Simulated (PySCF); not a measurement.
# C4H9BGe: what the fields show

```yaml
atoms:
  - { symbol: B, position_ang: [1.8374, -0.7961, -0.9447] }
  - { symbol: C, position_ang: [0.5296, -0.3096, -0.2636] }
  - { symbol: C, position_ang: [0.4836, 0.8591, 0.6067] }
  - { symbol: C, position_ang: [1.5403, 1.4418, 1.1586] }
  - { symbol: C, position_ang: [-0.6312, -0.9247, -0.5845] }
  - { symbol: Ge, position_ang: [-2.4324, -0.3818, -0.0798] }
  - { symbol: H, position_ang: [2.6728, -0.0315, -1.2353] }
  - { symbol: H, position_ang: [1.9580, -1.9224, -1.2342] }
  - { symbol: H, position_ang: [-0.5134, 1.2360, 0.8268] }
  - { symbol: H, position_ang: [1.4428, 2.2932, 1.8109] }
  - { symbol: H, position_ang: [2.5408, 1.0852, 0.9794] }
  - { symbol: H, position_ang: [-0.5780, -1.8063, -1.2122] }
  - { symbol: H, position_ang: [-3.4110, -1.3477, -0.6657] }
  - { symbol: H, position_ang: [-2.7952, 0.9799, -0.5853] }
  - { symbol: H, position_ang: [-2.6484, -0.3673, 1.4010] }
```

Geometry: GFN2-xTB.

Theory: CAM-B3LYP/def2-SVPD, SCF density, gas phase in PySCF 2.14.0.

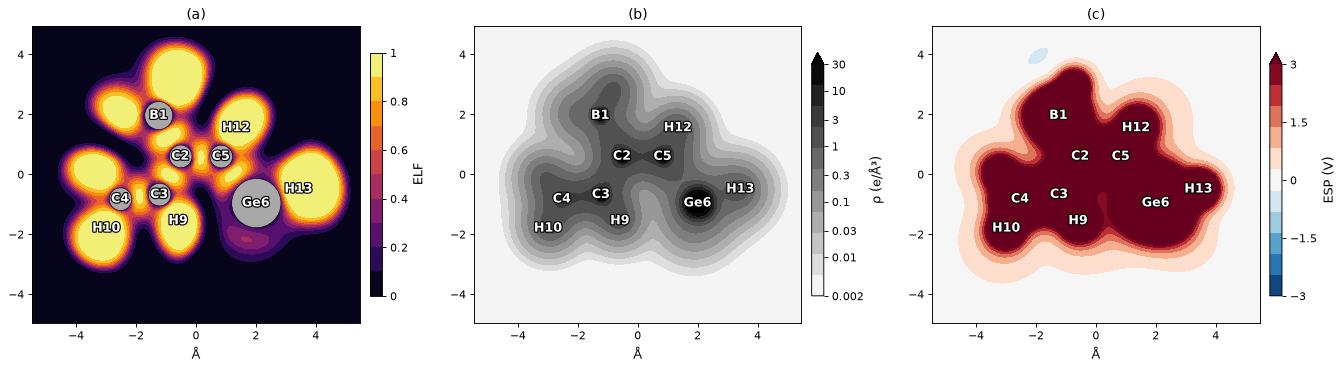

Figure 1. (a) electron localisation function; (b) electron density; (c) electrostatic potential on the plane of atoms C3, C2 and C5. Grey discs cover the atomic cores in the ELF map.

Question: Describe what can be read from this map.

Answer: The plane passes through B, C, Ge and H nuclei. C–C (1.33 Å): ρ at the midpoint is about 2.3 e/Å³; the ELF peaks at about 0.95 between the atoms: a short, multiple covalent bond. C–B (1.55 Å): ρ at the midpoint is about 1.5 e/Å³; the ELF peaks at about 1 between the atoms (a shared electron pair). C–Ge (1.95 Å): the density is about 0.9 e/Å³ at the midpoint; the ELF peaks at about 0.95 in the valence shell of C, 0.7 Å from its nucleus, and is about 0.70 at the midpoint. C–H (1.08 Å): ρ at the midpoint is about 2 e/Å³; the ELF climbs to about 1 towards the hydrogen, as it does in any bond to H; a covalent bond by its length. C–C (1.46 Å): ρ at the midpoint is about 1.9 e/Å³; the ELF peaks at about 0.95 between the atoms; localised, covalent bonding. The potential has no marked negative region in this plane.

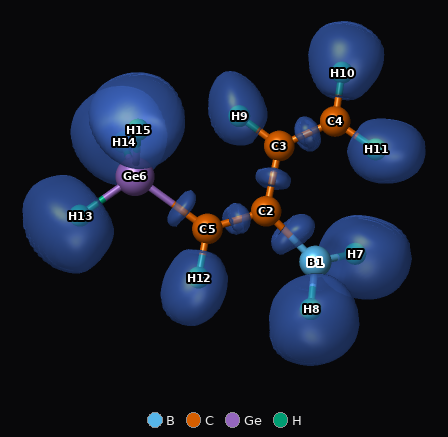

Figure 2. Isosurface of the electron localisation function at 0.85 (blue), seen across its widest extent. Only the valence region is drawn (cores and ρ < 0.01 e/Å³ removed).

Question: What do the ELF domains correspond to?

Answer: The surface consists of one region between bonded B–C atoms (shared pairs), three regions between bonded C–C atoms (shared pairs), nine regions around hydrogen nuclei and one lobe of the valence shell of C pointing towards Ge (polar bonds).

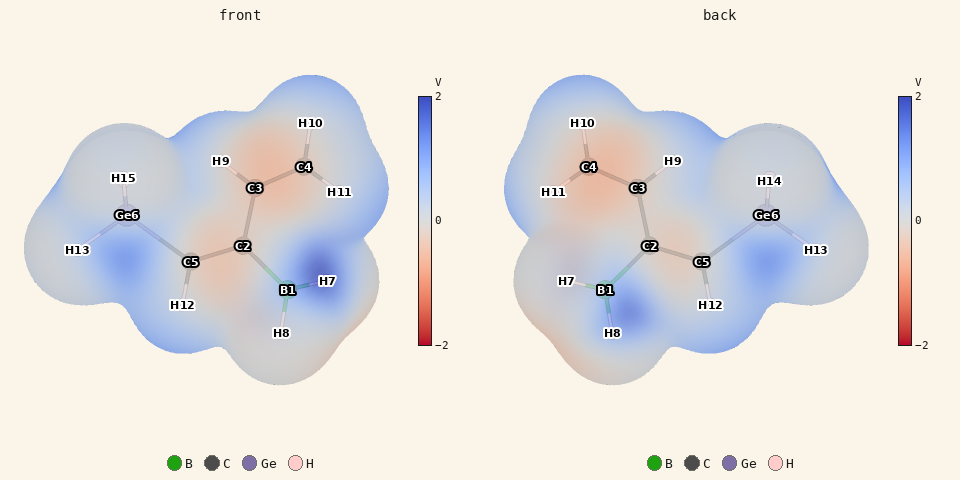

Figure 3. The molecular electrostatic potential painted on the density surface at 0.002 e/bohr³, seen from the front and from behind; red is negative and blue positive.

Question: Where is the surface potential most negative and most positive?

Answer: The most negative region (about −0.5 V) lies over the π face of C3 and C4, the most positive (about +1.6 V) over B1.

Question: What dipole moment does the calculation give?

Answer: Its dipole moment is 0.32 D.
